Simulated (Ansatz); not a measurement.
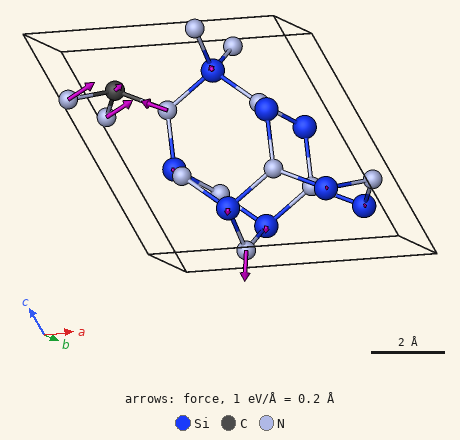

Starting geometry of solid Si5CN8 (built on the beta-nitride host type) with the computed forces as purple arrows. Style: ball-and-stick. Shown: the cell of the calculation, from a free direction.

Computed with Ansatz 0.2.0, DFT, PBE, plane waves, PAW.

The input:
```yaml
crystal:
  lattice:
    - [7.48356305, 0.0, 0.0]
    - [0.0, 2.85898, 0.0]
    - [-3.74178152, 0.0, 6.48095571]
  atoms:
    - { symbol: Si, position: [0.59386372, 0.5, 0.82494615] }
    - { symbol: Si, position: [0.82494615, 0.0, 0.23108243] }
    - { symbol: Si, position: [0.76891757, 0.0, 0.59386372] }
    - { symbol: Si, position: [0.23108243, 0.5, 0.40613628] }
    - { symbol: C, position: [0.17505385, 0.5, 0.76891757] }
    - { symbol: Si, position: [0.40613628, 0.0, 0.17505385] }
    - { symbol: "N", position: [0.33333334, 0.5, 0.66666667] }
    - { symbol: "N", position: [0.66666666, 0.0, 0.33333333] }
    - { symbol: "N", position: [0.70065891, 0.5, 0.6698534] }
    - { symbol: "N", position: [0.6698534, 0.0, 0.96919449] }
    - { symbol: "N", position: [0.03080551, 0.0, 0.70065891] }
    - { symbol: "N", position: [0.96919449, 0.5, 0.29934109] }
    - { symbol: "N", position: [0.29934109, 0.0, 0.3301466] }
    - { symbol: "N", position: [0.3301466, 0.5, 0.03080551] }
kpoints:
  mp_grid: { grid: [4, 8, 4] }
hamiltonian:
  xc: pbe
scf:
  occupations: { method: fermi_dirac, width: 0.02 }
relax:
  f_tol: 0.005
  cell: {}
```

Is this structure relaxed? If not, where do the atoms go?

Answer. It isn't relaxed: the largest force vector, on N11, is 4.57 eV/Å. The final displacements follow the starting forces only in part (cosine between the two patterns 0.84). The atom that moves furthest relative to the cell is N14 (0.19 Å along [−1 0 −2]). By element the largest moves are N 0.19 Å, C 0.13 Å, Si 0.11 Å. The volume changes by +0.1 %, with a 7.484 → 7.477 Å (−0.1 %), b 2.859 → 2.871 Å (+0.4 %), c 7.484 → 7.444 Å (−0.5 %), β 120.0° → 119.7°. Among the contacts that change: C5–N7 1.701 → 1.453 Å, C5–N14 1.707 → 1.467 Å, Si3–N11 1.707 → 1.766 Å, Si3–N8 1.701 → 1.755 Å. Among the angles between lasting bonds that change: Si3–N8–Si6 120.0° → 128.6°, N7–C5–N14 106.8° → 113.1°, N8–Si6–N13 106.8° → 100.8°. The space group stays Pm (No. 6). Over 9 accepted moves (10 points after the start) the energy falls by 1.499 eV per cell of the calculation. Largest force component: 4.5 eV/Å at the start, 0.0031 eV/Å at the end. The pressure goes from 4.54 to 0.01 GPa. At 1 point the geometry stayed and the basis and grid were re-selected for the new cell (energy shift of 1.0 meV per cell of the calculation at most each time). Cost: 64 s on 1 × NVIDIA H100 80GB HBM3 with 2 threads of AMD EPYC 7R13 Processor (Zen 3), with other jobs on the host, peak memory 1.3 GiB.
